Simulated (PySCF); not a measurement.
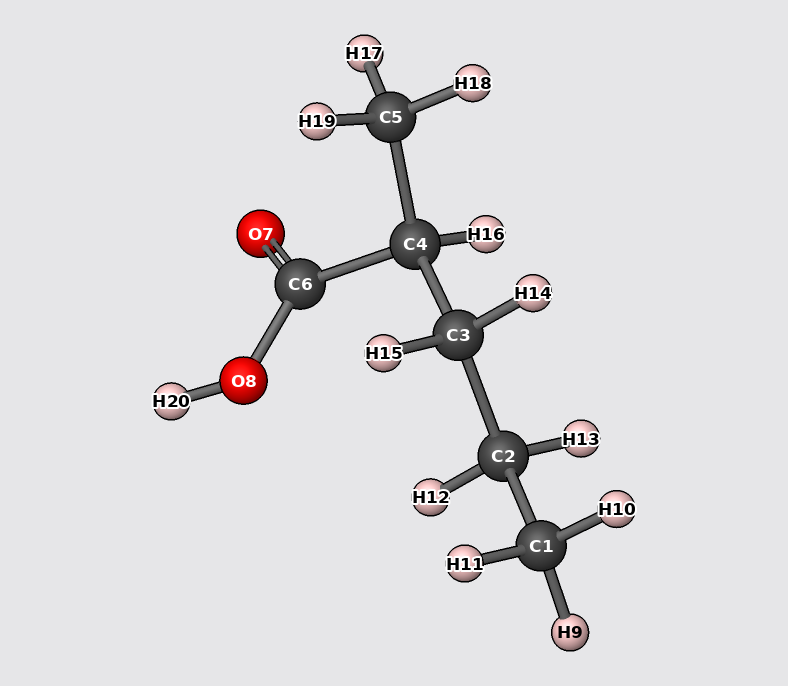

The questions are on isotropic NMR shieldings of the O atoms. Geometry: an image of a reaction path computed with GFN2-xTB, not a minimum. Method: GIAO PBE0/pcSseg-1 NMR shielding, non-relativistic, gas phase (PySCF 2.14.0).

List the isotropic NMR shieldings of the O atoms.

```json
{"atom": "O7", "σ (ppm)": "−101.0"}
{"atom": "O8", "σ (ppm)": "124.4"}
```
